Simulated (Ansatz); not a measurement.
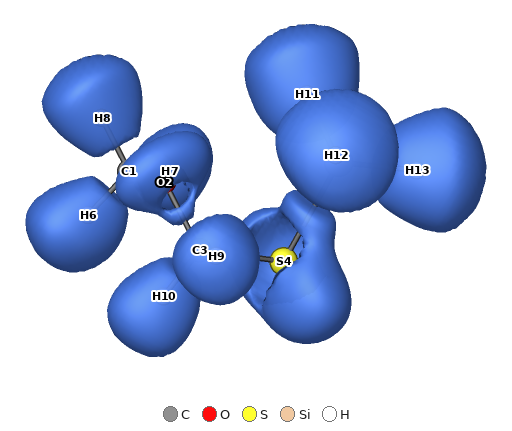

C$_{2}$H$_{8}$OSSi. Isosurface of the ELF at 0.8 (blue), seen at a tilt. Only the valence region is drawn (cores and ρ < 0.01 e/Å³ removed).

The calculation used UKS PBE-D4/6-31G* in Ansatz 0.2.0.

```xyz
13

C    -0.6938   -0.7269    1.6364
O     0.5366   -0.2915    1.0566
C     0.8678   -0.9710   -0.1185
S    -0.2234   -0.5806   -1.5985
Si   -0.0613    1.5670   -1.4912
H    -0.6634   -1.8121    1.8609
H    -1.5481   -0.5229    0.9640
H    -0.8122   -0.1609    2.5718
H     1.8996   -0.6797   -0.3644
H     0.7982   -2.0716   -0.0066
H    -0.8902    2.1709   -0.3970
H     1.3721    1.9650   -1.2913
H    -0.5613    2.0796   -2.8076
```

Question: What do the ELF domains correspond to?

Answer: The ELF exceeds this value in one region between bonded C–S atoms (shared pairs), eight regions around hydrogen nuclei, one region on O in which the atom's valence shell and bonds are merged and one region on S in which the atom's valence shell and bonds are merged.

Values along the shortest contacts:
C–O (1.40 Å): the ELF peaks at about 0.85 between the atoms; a shared but strongly polarised pair. C–S (1.88 Å): the ELF peaks at about 0.90 between the atoms (localised, covalent bonding).
